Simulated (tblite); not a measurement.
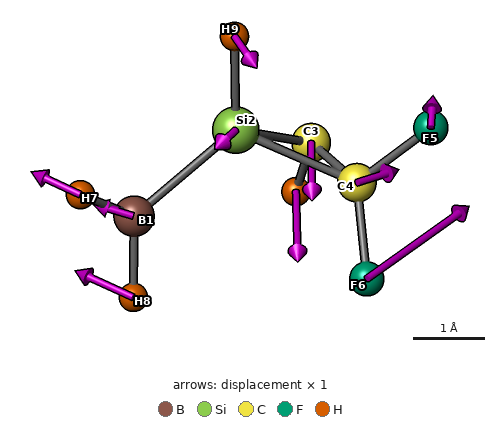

This is a relaxation of C2H4BF2Si (multiplicity 2). The starting structure is drawn; purple arrows show the displacements, at their true length. The two geometries are superimposed by the best rigid fit.

Style: ball-and-stick. Shown from a free direction.

All numbers below come from GFN2-xTB geometry optimisation, gas phase (tblite). 

**Which element moves most?**

Fluorine: up to 2.23 Å, against 1.45 Å for hydrogen.

**What happened in the run?**

After 122 geometry steps the energy has fallen by 2.377 eV. The atom that moves furthest after the best rigid fit is an F atom (2.23 Å). Largest moves by element: F 2.23 Å, H 1.45 Å, C 1.18 Å, B 0.63 Å, Si 0.58 Å. Among the contacts that change: C–Si 1.875 → 2.854 Å, C–C 1.512 → 1.320 Å, C–F 1.398 → 1.333 Å, C–Si 1.825 → 1.876 Å. Bonds break, among them: C–Si (1.88 → 2.85 Å). Bond angles that change, for instance: Si–C–C 67.6° → 125.5°, B–Si–H 117.7° → 134.1°, C–Si–H 116.8° → 104.6°. Cost: 0.46 s on 1 thread of Arm Neoverse V2 (shared host).
